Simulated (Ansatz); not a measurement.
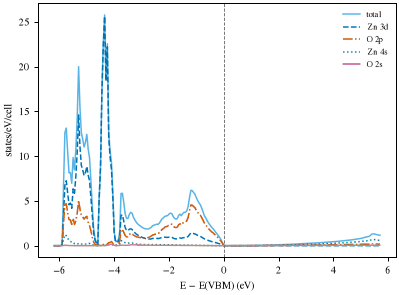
Figure: Total and projected density of states of ZnO (wurtzite, space group No. 186), DFT-PBE in the program Ansatz with PAW potentials

Question: Which orbitals carry the states next to the gap?

Answer: Top 1 eV of the valence band: O 2p 75 %, Zn 3d 23 %. Bottom 1 eV of the conduction band: Zn 4s 55 %, O 2p 21 %, O 2s 20 %. Projections are on Löwdin-orthogonalised atomic valence shells; empty p or d shells of many metals are not among them.

Question: Where is the tallest occupied peak in this window, and what makes it?

Answer: Near -4.3 eV, about 26 states/eV per cell; the largest projected share is Zn 3d.

Space group P6_3mc (wurtzite). The cell was relaxed with PBE under the symmetry of its start.

Potentials: the later of the program's two PAW sets.
